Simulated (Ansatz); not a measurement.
**singlet [AlF2]+: levels of theory compared**

We compute a comparison of 6 runs (B2PLYP/STO-3G, CAM-B3LYP/STO-3G, wB97X/STO-3G, RPA@PBE/STO-3G, BCCD(T)/STO-3G, CCSDT(Q)/STO-3G) of singlet [AlF2]+. 

Program for the calculation: Ansatz 0.2.0.

37 further runs of the same task are left out: 1 that didn't finish, 36 set aside as unsound or not needed.

**1. The system as given**

[AlF2]+: 3 atoms, total charge +1, spin state singlet. SMILES of the parent species: `[F][Al][F]`. The coordinates come from a PBE0-D4/def2-TZVP relaxation. That shape belongs to the parent species and isn't relaxed for this state.

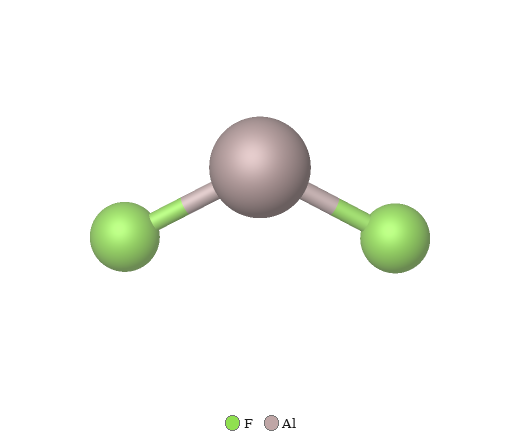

Viewed from a chosen angle; fluorine green, aluminium light grey.

**2. A single-point energy at B2PLYP/STO-3G (run 1)**

run.yaml

```yaml
crystal:
  periodic: [false, false, false]
  atoms:
    - {symbol: F, position_ang: [0.533000, -1.361200, 0.136400]}
    - {symbol: Al, position_ang: [0.388700, 0.275400, 0.245200]}
    - {symbol: F, position_ang: [-0.932500, 1.021000, -0.394800]}
basis:
  gaussian:
    orbitals: STO-3G
correlation:
  frozen_orbitals: {Al: 5, F: 1}
accuracy: high
hamiltonian:
  xc: {name: B2PLYP}
total_charge: 1
```

Command:

```sh
$ ansatz run run.yaml --threads 1 --pin off --max-ram 2610MiB --events-out events.jsonl --progress --plain --runs-dir runs
```

The log of the run:

```text
Warning: RAYON_NUM_THREADS=1 ignored (pool sized by the plan → 1); use --threads N
Functional definition: B2PLYP
  name "B2PLYP"
  parameter a = 0.53
  parameter c = 0.27
  exchange = (1 - a)*b88_x + a*exact_x
  correlation = (1 - c)*lyp_c + c*(mp2_os + mp2_ss)
332 factors; integrals over basis functions are off by at most 2.8e-8 eV
mean field evaluation 1: about -11848.7824 eV, gradient 4.0e1 eV
mean field evaluation 2: about -11848.7858 eV, gradient 4.0e1 eV
mean field evaluation 4: about -11857.2910 eV, gradient 3.1e0 eV
mean field evaluation 8: about -11857.3353 eV, gradient 5.1e-2 eV
mean field evaluation 16: about -11857.3354 eV, gradient 1.9e-6 eV
mean field -11857.33536201 eV, -435.7490373634 hartree, gradient 1.2e-8 eV, S^2 0.000000; 0 other end points of the search recorded, 0 dependent functions left out
7 core orbitals not correlated: weight in the atoms' cores, before any rotation towards them, 1.000 or more for the frozen orbitals, at most 0.000 for the correlated occupied ones
reference -11857.33537517 eV, -435.7490378469 hartree; 8, 8 occupied and 4, 4 virtual orbitals, 332 factors
second order -3.89095049 eV of doubles, -0.00000000 eV of singles
Total energy: -11858.38593180 eV, -435.7876450911 hartree
```

Run time: 1.2 s. Hardware: 1 thread of Arm Neoverse V1, shared host; peak memory 0.094 GiB.

**3. A single-point energy at CAM-B3LYP/STO-3G (run 2)**

input.yaml

```yaml
crystal:
  periodic: [false, false, false]
  atoms:
    - {symbol: F, position_ang: [0.533000, -1.361200, 0.136400]}
    - {symbol: Al, position_ang: [0.388700, 0.275400, 0.245200]}
    - {symbol: F, position_ang: [-0.932500, 1.021000, -0.394800]}
basis:
  gaussian:
    orbitals: STO-3G
accuracy: high
hamiltonian:
  xc: {name: CAM-B3LYP}
total_charge: 1
```

Command:

```sh
$ ansatz run input.yaml --threads 1 --pin off --max-ram 2610MiB --events-out events.jsonl --progress --plain --runs-dir runs
```

The log of the run:

```text
Warning: RAYON_NUM_THREADS=1 ignored (pool sized by the plan → 1); use --threads N
Functional definition: CAM-B3LYP
  name "CAM-B3LYP"
  parameter alpha = 0.19
  parameter beta = 0.46
  parameter omega = 0.33/bohr
  parameter ac = 0.81
  exchange = (1 - alpha - beta)*b88_x + beta*b88_x_sr(omega) + alpha*exact_x + beta*exact_x_lr(omega)
  correlation = (1 - ac)*vwn5_c + ac*lyp_c
332 factors; integrals over basis functions are off by at most 2.8e-8 eV
135 factors; integrals over basis functions are off by at most 9.6e-10 eV
mean field evaluation 1: about -11855.2835 eV, gradient 4.2e1 eV
mean field evaluation 2: about -11832.0674 eV, gradient 1.0e2 eV
mean field evaluation 4: about -11864.7208 eV, gradient 1.2e0 eV
mean field evaluation 8: about -11864.7148 eV, gradient 4.1e-2 eV
mean field evaluation 16: about -11864.7148 eV, gradient 8.0e-8 eV
mean field -11864.71483877 eV, -436.0202281322 hartree, gradient 7.9e-8 eV, S^2 0.000000; 0 other end points of the search recorded, 0 dependent functions left out
reference -11864.71484872 eV, -436.0202284978 hartree; 15, 15 occupied and 4, 4 virtual orbitals, 332 factors
Total energy: -11864.71484872 eV, -436.0202284978 hartree
```

Run time: 0.95 s. Hardware: 1 thread of Arm Neoverse V1, shared host.

Runs 3 to 5 aren't shown in full; the table further down has their settings and results.

**4. A single-point energy at CCSDT(Q)/STO-3G (run 6)**

Changes to run.yaml since step 2:

```diff
@@ -9,7 +9,8 @@
     orbitals: STO-3G
+total_charge: 1
+accuracy: high
 correlation:
+  method: ccsdt_q
   frozen_orbitals: {Al: 5, F: 1}
-accuracy: high
-hamiltonian:
-  xc: {name: B2PLYP}
-total_charge: 1
+scf:
+  omitted_lower_state_checks: [cluster_reference, increment]
```

Command:

```sh
$ ansatz run run.yaml --threads 1 --pin off --max-ram 2610MiB --events-out events.jsonl --progress --plain --runs-dir runs
```

The log of the run:

```text
Warning: RAYON_NUM_THREADS=1 ignored (pool sized by the plan → 1); use --threads N
[... 11 lines left out ...]
7 core orbitals not correlated: weight in the atoms' cores, before any rotation towards them, 1.000 or more for the frozen orbitals, at most 0.000 for the correlated occupied ones
[... 37 lines left out ...]
Total energy: -11838.09641653 eV, -435.0420191577 hartree
Checks for a lower state left out: cluster_reference, increment
```

It took 0.64 s on 1 thread of Arm Neoverse V1, shared host.

**5. The series**

| run | level | frozen core orbitals | energy (Eh) | wall time |
| --- | --- | --- | --- | --- |
| 1 | B2PLYP/STO-3G | 7 | -435.787645 | 1.2 s |
| 2 | CAM-B3LYP/STO-3G | – | -436.020228 | 0.95 s |
| 3 | wB97X/STO-3G | – | -436.080675 | 4.2 s |
| 4 | RPA@PBE/STO-3G | 7 | -435.095468 | 1.4 s |
| 5 | BCCD(T)/STO-3G | 7 | -435.038612 | 0.26 s |
| 6 | CCSDT(Q)/STO-3G | 7 | -435.042019 | 0.64 s |

**6. Summary of results**

```
                                          quantity          value
                               run 6: total energy  -435.04202 Eh
run 6: correlation energy (7 core orbitals frozen)     -113.4 mEh
                              run 6: T1 diagnostic          0.034
```

Totals of different functionals can't be ranked against each other. In runs 1, 2, 3, 4, 5, 6 the basis is minimal, so the values are rough. All runs together took 8.6 s, the longest 4.2 s.
